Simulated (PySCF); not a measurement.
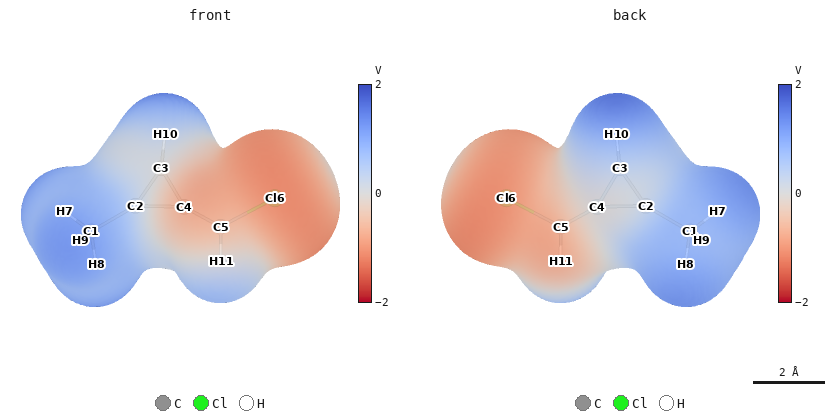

C$_{5}$H$_{5}$Cl (SMILES CC1=CC/1=C\Cl). The electrostatic potential painted on the density surface at 0.002 e/bohr³, seen from the front and from behind; red is negative and blue positive.

Geometry: GFN2-xTB.

Method: PBE0/def2-SVPD, SCF density, gas phase (PySCF).

```json
{"atom": "C", "x (Å)": "-1.8761", "y (Å)": "-0.1728", "z (Å)": "0.0193"}
{"atom": "C", "x (Å)": "-0.5082", "y (Å)": "0.3226", "z (Å)": "0.1559"}
{"atom": "C", "x (Å)": "0.3628", "y (Å)": "1.2599", "z (Å)": "0.5002"}
{"atom": "C", "x (Å)": "0.8987", "y (Å)": "0.0229", "z (Å)": "-0.0378"}
{"atom": "C", "x (Å)": "1.8871", "y (Å)": "-0.7507", "z (Å)": "-0.4060"}
{"atom": "Cl", "x (Å)": "3.5504", "y (Å)": "-0.2265", "z (Å)": "-0.2732"}
{"atom": "H", "x (Å)": "-2.5965", "y (Å)": "0.5686", "z (Å)": "0.3605"}
{"atom": "H", "x (Å)": "-2.0743", "y (Å)": "-0.4174", "z (Å)": "-1.0244"}
{"atom": "H", "x (Å)": "-1.9942", "y (Å)": "-1.0876", "z (Å)": "0.6005"}
{"atom": "H", "x (Å)": "0.5763", "y (Å)": "2.2250", "z (Å)": "0.8887"}
{"atom": "H", "x (Å)": "1.7795", "y (Å)": "-1.7414", "z (Å)": "-0.8097"}
```

Which sites attract a positive test charge, and which a negative one?

Answer. A positive charge is drawn to the negative regions and a negative charge to the positive ones. The most negative region (about −1.1 V, or −25 kcal/mol for a unit charge) lies over Cl6, the most positive (about +1.5 V, or +35 kcal/mol for a unit charge) over H10.
